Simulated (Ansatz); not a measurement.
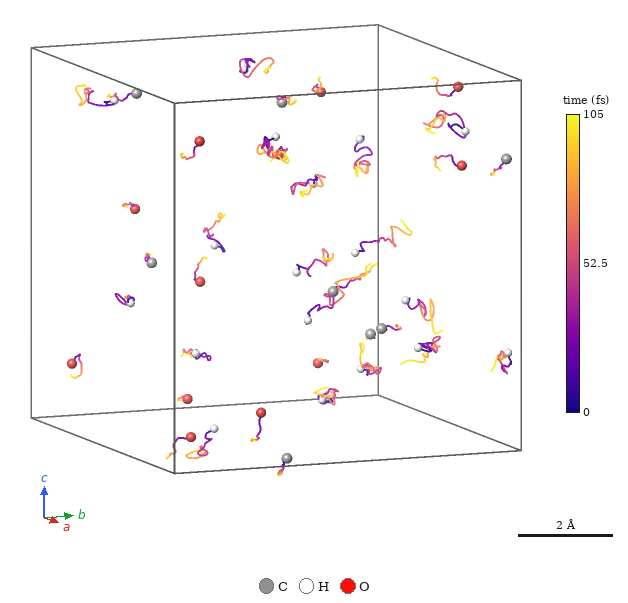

First-principles dynamics of a periodic cell with 1 C2H6 + 6 HCOOH at 0.984 g/cm³, 105 fs long. Lines trace each atom's path, coloured by time; spheres stand at the starting positions. Seen slightly off an axis in the simulation cell.

Method: DFT LDA, scalar-relativistic, plane waves, PAW in Ansatz 0.2.0. Set-up: plane-wave cutoff 420 eV; k-point mesh 1 × 1 × 1; Fermi-Dirac smearing 0.05 eV; Langevin thermostat (NVT); set temperature 1000 K; time step 0.5 fs; friction 0.02 per fs.

Input file:
```yaml
crystal:
  lattice:
    - [8.025957, 0.0, 0.0]
    - [0.0, 8.025957, 0.0]
    - [0.0, 0.0, 8.025957]
  atoms:
    - { symbol: C, position: [0.56335395, 0.63768278, 0.38658701] }
    - { symbol: C, position: [0.53950379, 0.78688302, 0.27373779] }
    - { symbol: H, position: [0.63388174, 0.53602255, 0.32543379] }
    - { symbol: H, position: [0.63467174, 0.67206773, 0.49955325] }
    - { symbol: H, position: [0.44220098, 0.58248415, 0.42370582] }
    - { symbol: H, position: [0.46531915, 0.88651813, 0.33310081] }
    - { symbol: H, position: [0.65970561, 0.84285636, 0.2362762] }
    - { symbol: H, position: [0.47462576, 0.75423644, 0.1572604] }
    - { symbol: O, position: [0.10267795, 0.44440063, 0.35588706] }
    - { symbol: C, position: [0.13550611, 0.2909127, 0.42154248] }
    - { symbol: O, position: [0.1027006, 0.25667952, 0.56392156] }
    - { symbol: H, position: [0.04428109, 0.51002135, 0.44154183] }
    - { symbol: H, position: [0.19390993, 0.20631206, 0.32634576] }
    - { symbol: O, position: [0.45310193, 0.52864583, 0.74658723] }
    - { symbol: C, position: [0.35693188, 0.5753722, 0.87034443] }
    - { symbol: O, position: [0.29439672, 0.71329246, 0.88029157] }
    - { symbol: H, position: [0.46893852, 0.61940522, 0.66496457] }
    - { symbol: H, position: [0.34270621, 0.47274935, 0.96240207] }
    - { symbol: O, position: [1.04001106, 0.43350079, 0.03059533] }
    - { symbol: C, position: [0.89297124, 0.36853104, 0.00232813] }
    - { symbol: O, position: [0.78933392, 0.33676683, 0.11189475] }
    - { symbol: H, position: [1.05491942, 0.45105267, 0.15427327] }
    - { symbol: H, position: [0.87040136, 0.34571654, -0.13135193] }
    - { symbol: O, position: [0.08897658, 0.78945917, 0.11269821] }
    - { symbol: C, position: [0.10692189, 0.9337892, 0.18509371] }
    - { symbol: O, position: [0.22937145, 1.02236756, 0.17979314] }
    - { symbol: H, position: [0.1829265, 0.76229361, 0.02880636] }
    - { symbol: H, position: [-0.00309578, 0.96339572, 0.26604904] }
    - { symbol: O, position: [0.50346272, 0.25251112, 1.00826671] }
    - { symbol: C, position: [0.46977964, 0.10949011, 0.94039365] }
    - { symbol: O, position: [0.56937956, -0.00396703, 0.91841784] }
    - { symbol: H, position: [0.62638784, 0.26897193, 1.04838166] }
    - { symbol: H, position: [0.33665054, 0.10064238, 0.90148853] }
    - { symbol: O, position: [0.82213242, 0.90182024, 0.74906573] }
    - { symbol: C, position: [0.96733609, 0.97073295, 0.78449363] }
    - { symbol: O, position: [0.99247423, 1.07576226, 0.89152254] }
    - { symbol: H, position: [0.73158028, 0.94985607, 0.82507264] }
    - { symbol: H, position: [1.06863329, 0.91772155, 0.70607713] }
basis:
  ecutwfc: 420.0
kpoints:
  mp_grid: { grid: [1, 1, 1] }
hamiltonian:
  xc: lda
scf:
  occupations: { method: fermi_dirac, width: 0.05 }
  lower_state_search: "off"
md:
  timestep: 0.5
  n_steps: 210
  ensemble: nvt_langevin
  temperature: 1000.0
  initial_velocities: maxwell_boltzmann
  seed: 454967
  friction: 0.02
```

Command:
```bash
ansatz run input.yaml --threads 1 --pin off --max-ram 3072MiB --backend cpu --events-out ev --progress --plain --runs-dir out
```

Question: How do the atoms move?

Answer: Root-mean-square distances from the starting positions over the second half, with the common drift of all atoms taken out: H 0.72 Å, C 0.50 Å, O 0.48 Å. The heavy atoms stay within a fraction of a molecule's size of their starting places; so short a run doesn't tell a liquid from a solid.

Limits of the set-up: the periodic images lie only 8.0 Å apart, so the values are limited by the cell's size.

Cost: 8.7 min on 1 thread of Arm Neoverse V1, with other jobs on the host, peak memory 0.44 GiB.
